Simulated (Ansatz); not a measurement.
# Geometry relaxation, with input and output: Si$_{2}$NH$_{5}$Cl$_{2}$ (part 1 of 2)

Si$_{2}$NH$_{5}$Cl$_{2}$, computed with RKS PBE0-D4/6-31G (Ansatz 0.2.0).

It belongs to a series of runs on one base structure; here: start relaxed.

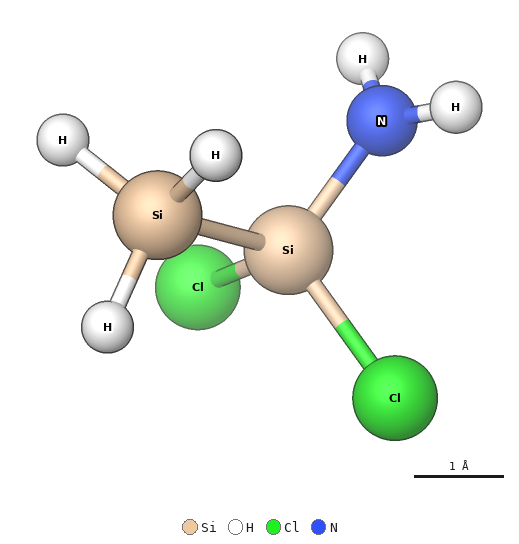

The structure as given in the input (ball-and-stick view, seen at a tilt).

Input file:
```yaml
crystal:
  periodic: [false, false, false]
  atoms:
    - { symbol: Si, position_ang: [0.0, 0.0, 0.0] }
    - { symbol: Si, position_ang: [0.0, 0.0, 2.22] }
    - { symbol: H, position_ang: [-1.3148, -0.4067, 2.7074] }
    - { symbol: H, position_ang: [1.0096, -0.9353, 2.7074] }
    - { symbol: H, position_ang: [0.3052, 1.342, 2.7074] }
    - { symbol: Cl, position_ang: [2.0086, 0.0, -0.7093] }
    - { symbol: "N", position_ang: [-0.8572, 1.4851, -0.6061] }
    - { symbol: H, position_ang: [-1.8773, 1.43, -0.8888] }
    - { symbol: H, position_ang: [-0.3367, 2.4058, -0.6766] }
    - { symbol: Cl, position_ang: [-1.0032, -1.7381, -0.7093] }
basis:
  gaussian: { orbitals: "6-31G" }
hamiltonian:
  xc: pbe0
  dispersion: d4
relax:
  f_tol: 0.02
  max_steps: 40
output:
  orbitals: {}
```

Run on 1 thread of Arm Neoverse V1, 24 GiB of memory available, shared host.

Launched with:
```bash
ansatz run input.yaml --threads 1 --pin off --max-ram 2048MiB --backend cpu --events-out ev --progress --plain --runs-dir out
```

Output:
```
The last accepted step is kept in [file] (removed where the run ends without a failure and the disk answers)
Engine: ansatz 0.2.0, aarch64-unknown-linux-gnu
Functional definition: PBE0
  parameter a = 0.25
  parameter kappa = 0.804
  parameter beta = 0.06672455060314922
  exchange = (1 - a)*pbe_x(kappa = kappa, mu = beta*pi^2/3) + a*exact_x
  correlation = pbe_c(beta = beta)
906 factors; integrals over basis functions are off by at most 1.6e-4 eV
mean field evaluation 1: about -42348.1719 eV, gradient 4.8e1 eV
mean field evaluation 2: about -42338.0275 eV, gradient 7.8e1 eV
mean field evaluation 4: about -42353.0675 eV, gradient 3.6e0 eV
mean field evaluation 8: about -42353.1086 eV, gradient 9.1e-3 eV
mean field -42353.10861146 eV, -1556.4480335031 hartree, gradient 5.8e-5 eV, S^2 0.000000; 0 other end points of the search recorded, 0 dependent functions left out
the calculation of the forces begins
reference -42353.10864065 eV, -1556.4480345756 hartree; 37, 37 occupied and 34, 34 virtual orbitals, 906 factors
relax step   1: F+E_penalty+E_count = -42353.38464295 eV  Δ(F+E_penalty+E_count) = +0.000e0 eV  max|allowed force component| = 2.118e0 eV/Å  Δτ_max = 0.0000 Å  (23 SCF iters, accepted)
these checks for a lower state are left out or cut short: starts, cluster_reference, orbital_swaps, neighbouring_geometries, increment
906 factors; integrals over basis functions are off by at most 1.6e-4 eV
mean field evaluation 16: about -42353.5184 eV, gradient 1.7e-1 eV
mean field -42353.51829617 eV, -1556.4630891386 hartree, gradient 1.3e-5 eV, S^2 0.000000; 0 other end points of the search recorded, 0 dependent functions left out
[... from here on the field's lines of each further geometry are left out, up to the last ...]
relax step   2: F+E_penalty+E_count = -42353.78962787 eV  Δ(F+E_penalty+E_count) = -4.050e-1 eV  max|allowed force component| = 9.662e-1 eV/Å  Δτ_max = 0.1943 Å  (27 SCF iters, accepted)
relax step   3: F+E_penalty+E_count = -42353.84459614 eV  Δ(F+E_penalty+E_count) = -5.497e-2 eV  max|allowed force component| = 3.535e-1 eV/Å  Δτ_max = 0.0656 Å  (26 SCF iters, accepted)
relax step   4: F+E_penalty+E_count = -42353.85483449 eV  Δ(F+E_penalty+E_count) = -1.024e-2 eV  max|allowed force component| = 6.164e-2 eV/Å  Δτ_max = 0.0642 Å  (23 SCF iters, accepted)
relax step   5: F+E_penalty+E_count = -42353.86660056 eV  Δ(F+E_penalty+E_count) = -1.177e-2 eV  max|allowed force component| = 1.743e-1 eV/Å  Δτ_max = 0.2000 Å  (26 SCF iters, accepted)
relax step   6: F+E_penalty+E_count = -42353.88541600 eV  Δ(F+E_penalty+E_count) = -1.882e-2 eV  max|allowed force component| = 1.627e-1 eV/Å  Δτ_max = 0.1999 Å  (26 SCF iters, accepted)
relax step   7: F+E_penalty+E_count = -42353.89113524 eV  Δ(F+E_penalty+E_count) = -5.719e-3 eV  max|allowed force component| = 4.920e-1 eV/Å  Δτ_max = 0.1478 Å  (25 SCF iters, accepted)
relax step   8: F+E_penalty+E_count = -42353.90311532 eV  Δ(F+E_penalty+E_count) = -1.198e-2 eV  max|allowed force component| = 1.108e-1 eV/Å  Δτ_max = 0.1333 Å  (25 SCF iters, accepted)
relax step   9: F+E_penalty+E_count = -42353.90963766 eV  Δ(F+E_penalty+E_count) = -6.522e-3 eV  max|allowed force component| = 3.456e-2 eV/Å  Δτ_max = 0.1563 Å  (25 SCF iters, accepted)
relax step  10: F+E_penalty+E_count = -42353.91043308 eV  Δ(F+E_penalty+E_count) = -7.954e-4 eV  max|allowed force component| = 2.530e-2 eV/Å  Δτ_max = 0.0481 Å  (23 SCF iters, accepted)
relax step  11: F+E_penalty+E_count = -42353.91015376 eV  Δ(F+E_penalty+E_count) = +2.793e-4 eV  max|allowed force component| = 1.131e-1 eV/Å  Δτ_max = 0.0653 Å  (23 SCF iters, rejected (line search))
relax step  12: F+E_penalty+E_count = -42353.91065801 eV  Δ(F+E_penalty+E_count) = -2.249e-4 eV  max|allowed force component| = 3.205e-3 eV/Å  Δτ_max = 0.0271 Å  (22 SCF iters, accepted)
relax step  13: F+E_penalty+E_count = -42353.91070345 eV  Δ(F+E_penalty+E_count) = -4.544e-5 eV  max|allowed force component| = 5.928e-2 eV/Å  Δτ_max = 0.0392 Å  (23 SCF iters, accepted)
relax step  14: F+E_penalty+E_count = -42353.91070555 eV  Δ(F+E_penalty+E_count) = -2.104e-6 eV  max|allowed force component| = 2.247e-2 eV/Å  Δτ_max = 0.0056 Å  (21 SCF iters, accepted)
relax step  15: F+E_penalty+E_count = -42353.91069493 eV  Δ(F+E_penalty+E_count) = +1.062e-5 eV  max|allowed force component| = 2.243e-2 eV/Å  Δτ_max = 0.0089 Å  (21 SCF iters, rejected (line search))
the calculation of the forces begins
reference -42353.63910704 eV, -1556.4675288560 hartree; 37, 37 occupied and 34, 34 virtual orbitals, 906 factors
relax step  16: F+E_penalty+E_count = -42353.91077719 eV  Δ(F+E_penalty+E_count) = -7.164e-5 eV  max|allowed force component| = 7.687e-3 eV/Å  Δτ_max = 0.0042 Å  (18 SCF iters, accepted)
```

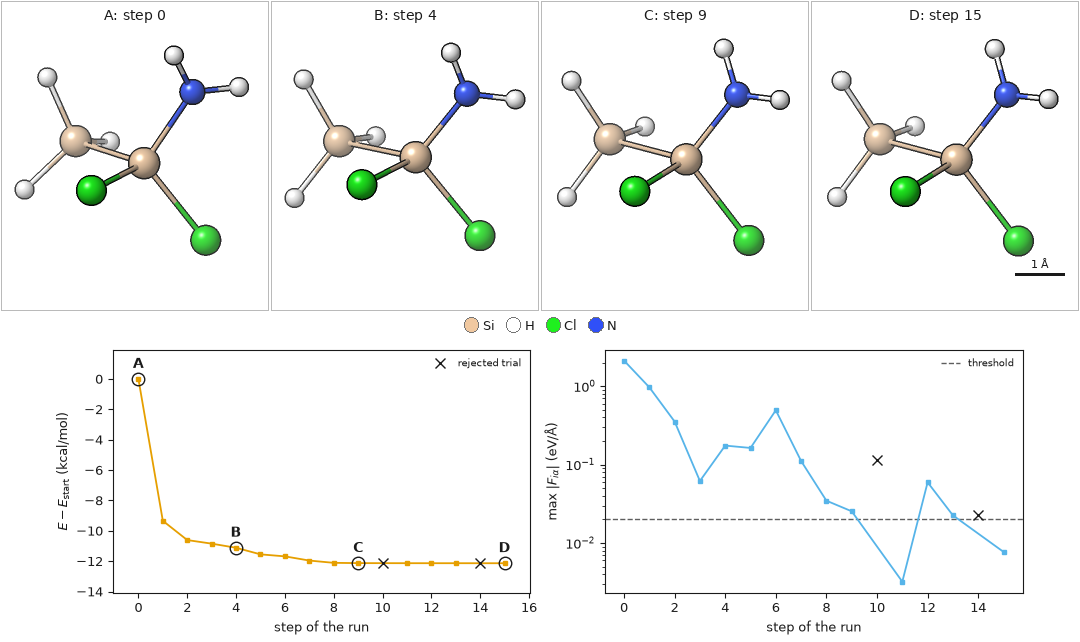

Frames of the relaxation (ball-and-stick view, seen at a tilt) above the curves, on which the letters mark them (the first geometry is step 0 here and step 1 in the log).

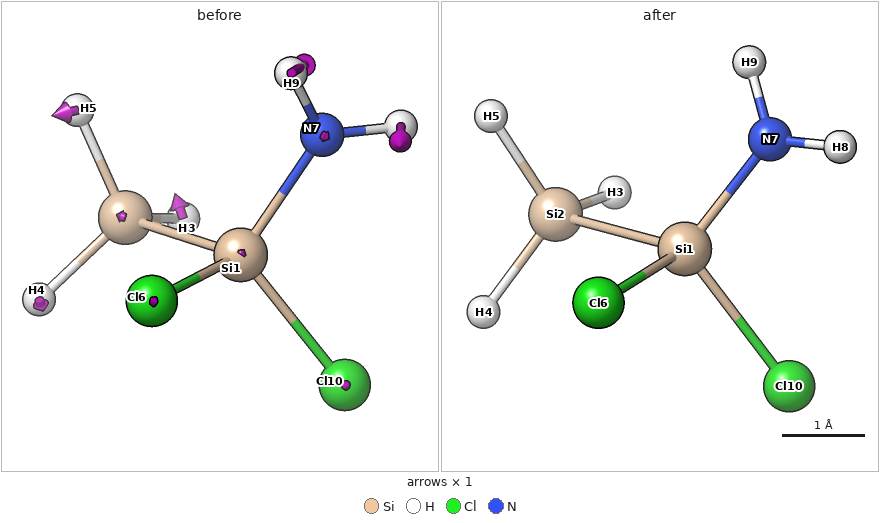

Before (left) and after (right) the relaxation, at one scale (ball-and-stick view, seen at a tilt). The pink arrows give the displacements, at true length. Over 15 geometry steps the energy falls by 12.1 kcal/mol. Largest force component: 2.1 eV/Å at the start, 0.0077 eV/Å at the end. The line search rejected the trial steps at points 10, 14 (counted from 0) and went back. H9 moves most after the best rigid fit: 0.95 Å. Largest moves by element: H 0.95 Å, Si 0.13 Å, N 0.12 Å, Cl 0.11 Å. Among the contacts that change: Si1–Si2 2.220 → 2.346 Å, Si1–N7 1.819 → 1.735 Å, Si1–Cl6 2.130 → 2.196 Å, Si1–Cl10 2.128 → 2.181 Å. Among the angles that change: Cl6–Si1–Cl10 109.5° → 104.1°, H8–N7–H9 120.0° → 114.9°, Si2–Si1–N7 109.5° → 113.6°. (Atoms are counted from 1 in the order of the input.)

```
906 factors; integrals over basis functions are off by at most 1.7e-4 eV
mean field -42353.63907781 eV, -1556.4675277818 hartree, gradient 6.0e-5 eV, S^2 0.000000; 1 other end points of the search recorded, 0 dependent functions left out
the calculation of the forces begins
reference -42353.63910704 eV, -1556.4675288560 hartree; 37, 37 occupied and 34, 34 virtual orbitals, 906 factors
Total energy: -42353.91080642 eV, -1556.4775136241 hartree
Atom 0 at    -0.057816     0.064360    -0.012382 Å, force     0.002477    -0.000711    -0.001858 eV/Å
Atom 1 at     0.061152     0.035337     2.330002 Å, force     0.001143     0.003633     0.000096 eV/Å
Atom 2 at    -1.329485    -0.095676     2.874465 Å, force    -0.000025     0.000018    -0.000275 eV/Å
Atom 3 at     0.912802    -1.122684     2.744106 Å, force    -0.000706    -0.000461    -0.001133 eV/Å
Atom 4 at     0.671051     1.330561     2.780967 Å, force    -0.000172    -0.000687     0.001693 eV/Å
Atom 5 at     1.985968    -0.021876    -0.811543 Å, force     0.000229     0.000451     0.000827 eV/Å
Atom 6 at    -0.943921     1.414916    -0.645279 Å, force    -0.007687     0.002633    -0.003416 eV/Å
Atom 7 at    -1.272523     1.450615    -1.598532 Å, force     0.003516     0.001533     0.005707 eV/Å
Atom 8 at    -1.081737     2.262189    -0.116941 Å, force     0.002463    -0.005761    -0.001924 eV/Å
Atom 9 at    -1.011291    -1.734942    -0.792763 Å, force    -0.001237    -0.000649     0.000282 eV/Å
Dipole moment:    -0.395267     0.685679     0.484445 e Å
```

Trajectory as extended XYZ (Å, eV, eV/Å), 16 frames, from step=1 to step=16:
```
10
Properties=species:S:1:pos:R:3:forces:R:3 step=1 energy=-42353.38464
Si    0.0000    0.0000    0.0000   -1.1766   2.1178  -1.2797
Si    0.0000    0.0000    2.2200    0.1882  -0.2293   1.0934
H    -1.3148   -0.4067    2.7074   -0.7267  -0.1815   0.2028
H     1.0096   -0.9353    2.7074    0.5126  -0.5143   0.3273
H     0.3052    1.3420    2.7074    0.1793   0.7285   0.1889
Cl    2.0086    0.0000   -0.7093    0.7198   0.0702  -0.3709
N    -0.8572    1.4851   -0.6061   -0.1077  -0.1080  -0.1047
H    -1.8773    1.4300   -0.8888    2.1102   0.3948   0.3738
H    -0.3367    2.4058   -0.6766   -1.2841  -1.7603  -0.0459
Cl   -1.0032   -1.7381   -0.7093   -0.4150  -0.5180  -0.3851
10
Properties=species:S:1:pos:R:3:forces:R:3 step=2 energy=-42353.78963
Si   -0.0345    0.0726    0.0292   -0.5788   0.8525  -0.5504
Si    0.0424   -0.0503    2.3448   -0.0095  -0.0195   0.1179
H    -1.3226   -0.4400    2.7938   -0.1785  -0.0172   0.0888
H     1.0531   -1.0242    2.8395    0.1174  -0.1217  -0.0193
H     0.3694    1.3279    2.8004    0.0585   0.1920   0.1320
Cl    1.9896    0.0908   -0.7593    0.2346   0.0406  -0.0661
N    -0.8832    1.4877   -0.6421   -0.0749  -0.3205  -0.1463
H    -1.8174    1.4053   -1.0719    0.9662   0.0927   0.4018
H    -0.3865    2.3666   -0.8112   -0.4097  -0.5556   0.0940
Cl   -1.0760   -1.6535   -0.7711   -0.1252  -0.1434  -0.0525
10
Properties=species:S:1:pos:R:3:forces:R:3 step=3 energy=-42353.84460
Si   -0.0390    0.0813    0.0141   -0.1352   0.1327  -0.0774
Si    0.0406   -0.0399    2.3651   -0.0001   0.0006  -0.0648
H    -1.3388   -0.4096    2.8285    0.0392  -0.0007   0.0003
H     1.0580   -1.0443    2.8144   -0.0364   0.0092  -0.0178
H     0.3888    1.3376    2.8526    0.0262  -0.0370   0.0031
Cl    2.0039    0.1144   -0.7808    0.0057  -0.0164   0.0516
N    -0.8756    1.4601   -0.6577   -0.2121  -0.0227  -0.1433
H    -1.7788    1.3760   -1.1161    0.3535  -0.0138   0.1565
H    -0.4197    2.3549   -0.7736   -0.0725  -0.0867   0.0312
Cl   -1.1052   -1.6477   -0.7943    0.0316   0.0347   0.0606
10
Properties=species:S:1:pos:R:3:forces:R:3 step=4 energy=-42353.85483
Si   -0.0395    0.1079    0.0164   -0.0597  -0.0035  -0.0028
Si    0.0454   -0.0393    2.3628   -0.0106   0.0221  -0.0118
H    -1.3310   -0.3973    2.8407    0.0081   0.0208  -0.0156
H     1.0396   -1.0706    2.7976    0.0040  -0.0046  -0.0412
H     0.4293    1.3196    2.8706    0.0201  -0.0063   0.0200
Cl    2.0147    0.1129   -0.7500   -0.0017   0.0056   0.0214
N    -0.8875    1.4595   -0.6814    0.0616   0.0098   0.0374
H    -1.7630    1.3404   -1.1671    0.0251  -0.0059  -0.0298
H    -0.4660    2.3718   -0.7655   -0.0465   0.0091   0.0120
Cl   -1.1078   -1.6220   -0.7720   -0.0004  -0.0470   0.0103
```
